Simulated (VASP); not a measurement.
Band structure of ZnCdSe2 (space group R3m). All values below come from LDA (Ceperley-Alder, Perdew-Zunger) with spin-orbit coupling, VASP's LDA PAW potentials (set 64) (plane waves; VASP 6.6.1).

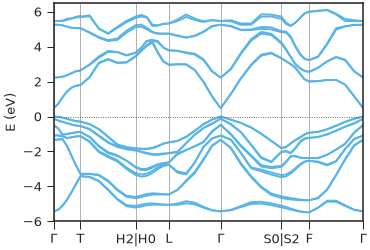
Figure. Bands along high-symmetry lines, zero at the valence-band maximum or, without a gap, the Fermi level

Problem. Read the plot: is there a gap, and where are the band edges?

Solution. The gap is direct, 0.48 eV, from the valence maximum at Γ to the conduction minimum at Γ.

The structure comes from a computed database's ZnCdSe2 entry (R3m); how it stands against other phases isn't given here. It was relaxed first, which changed the volume by -9 %.
